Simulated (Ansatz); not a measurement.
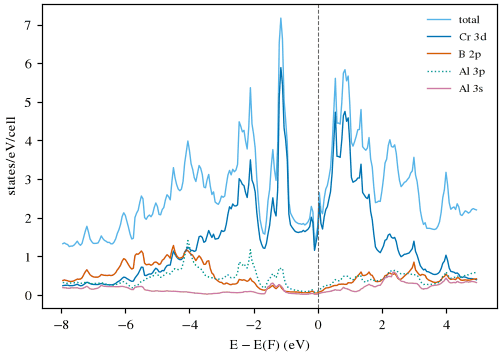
Figure: Total and projected density of states of AlCrB in space group Cmcm (No. 63; Al on 4c, B on 4c, Cr on 4c), DFT-PBEsol in the program Ansatz with PAW potentials

Which orbitals carry the states next to the Fermi level?

Within 0.5 eV of the Fermi level: Cr 3d 85 %, Al 3p 7 %. Projections are on Löwdin-orthogonalised atomic valence shells; empty p or d shells of many metals are not among them.

Where is the tallest occupied peak in this window, and what makes it?

Near -1.1 eV, about 7.2 states/eV per cell; the largest projected share is Cr 3d.

The start of the workflow was typed in or built on a structure type; neither database checked (COD, Materials Project) lists it. Its standing as an ambient phase is unchecked. The PBEsol relaxation kept the symmetry of its start; whether a distortion lowers the energy is not shown. The workflow began spin-polarised and lost its moments.

Potentials: the later of the program's two PAW sets.
